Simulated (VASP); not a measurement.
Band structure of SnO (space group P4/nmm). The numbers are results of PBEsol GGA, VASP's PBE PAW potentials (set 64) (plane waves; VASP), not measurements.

Without a dispersion term in the relaxation, distances and binding between the weakly bound layers, chains or molecules are unreliable, and so is what depends on them. Unless said otherwise, spin-orbit coupling is left out, though it shifts the bands of the heavy elements here.

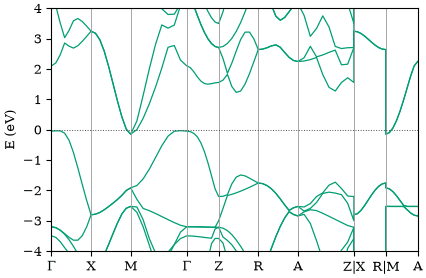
Figure: Bands along high-symmetry lines, zero at the valence-band maximum or, without a gap, the Fermi level

Problem. Read the plot: is there a gap, and where are the band edges?

Solution. It has no gap at this level: it comes out as a metal or semimetal. (Edges off the drawn lines would not show.)

The structure comes from a measured SnO entry (P4/nmm) of the Crystallography Open Database, whose conditions weren't checked. It was relaxed first, which changed the volume by -5 %.
